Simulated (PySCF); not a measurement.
```xyz
7

As   -0.1101   -1.6526    0.1835
S    -1.9615   -0.4019   -0.1350
P    -0.9931    1.4618   -0.2832
P     0.9788    0.7996   -1.1841
O     0.8126   -0.8553   -1.1476
P     0.7783    1.0820    1.0799
O     0.5867   -0.5357    1.4180
```

Geometry: PBE0-D3(BJ)/def2-SVP.

Method: wB97X-D/def2-SVPD, SCF density, gas phase (PySCF).

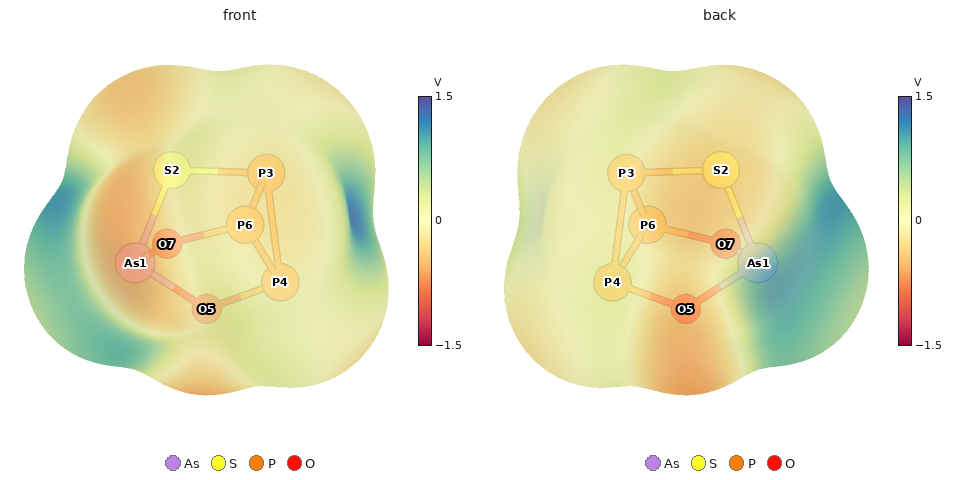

AsO2P3S (AsP3SOO nortricyclane). The electrostatic potential painted on the density surface at 0.001 e/bohr³, seen from the front and from behind; the colour scale runs from red (negative) to blue (positive).

Question: Where is the surface potential most negative and most positive?

Answer: The most negative region (about −0.6 V) lies over O5 and O7, the most positive (about +1.2 V) over P3, P4 and P6.
